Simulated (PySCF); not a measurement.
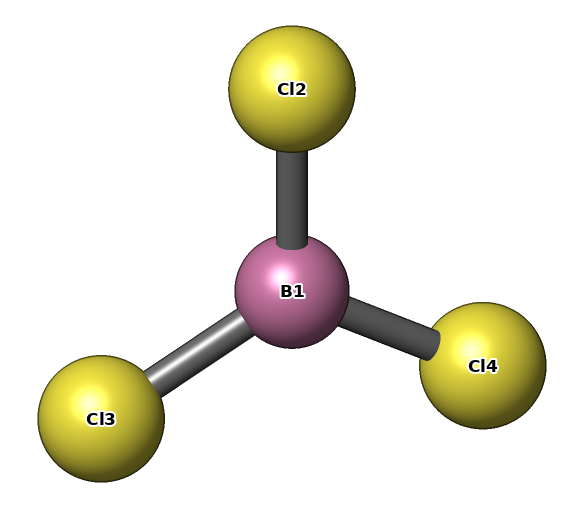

The thickness of each stick grows with its Mayer bond order. The geometry was computed by an optimisation with B3LYP/def2-TZVP. Computed with B3LYP/def2-TZVP (PySCF 2.14.0).

List the Mayer bond orders of B1–Cl2 (one bond of each equivalent set).

```tsv
bond	Mayer order	length (Å)
B1–Cl2	1.31	1.746
```
